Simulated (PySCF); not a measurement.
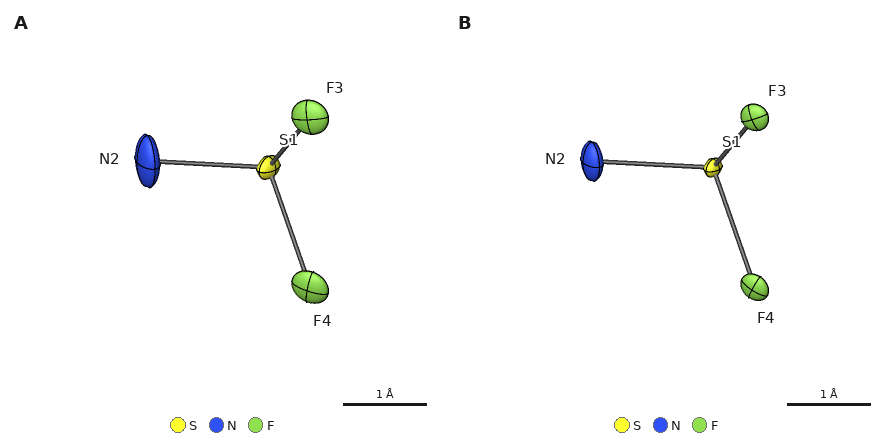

Displacement ellipsoids at the 50 % level, scaled by 3, from the internal vibrations of the free molecule (harmonic, no overall translation or rotation; no half-axis is drawn under 0.075 Å). State: neutral, doublet. Vibrations computed with UKS-based PBE0, S def2-TZVP, N def2-TZVP, F def2-TZVP; non-relativistic; density fitting (PySCF 2.14.0). One panel is for 298 K, the other for 600 K.

Which panel is for 600 K?

A.

How much does the mean-square displacement of N2 grow, and why?

U_eq goes from 0.0018 to 0.0030 Å², a factor of 1.7. Modes below kT (417 cm⁻¹ at 600 K) grow about in proportion to T, and the lowest lies at 309 cm⁻¹; the mean-square amplitude of a mode is its zero-point value times coth(ħω/2kT), which comes close to 1 only above about 3kT.
